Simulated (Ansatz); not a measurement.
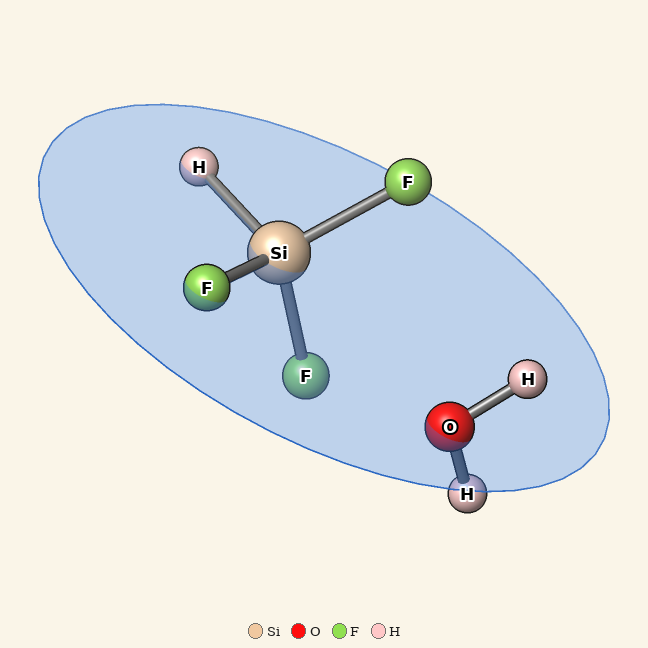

All proper rotation axes (lines) and mirror planes (discs) of the structure are drawn in. Atoms fade into the background with distance from the viewer. Computed geometry: PBE0-D4/def2-TZVP optimisation.

Name the symmetry elements and the point group.

Answer. It has 1 mirror plane. Point group Cs. The group has 2 operations. The geometry is achiral, and symmetry allows a dipole moment.
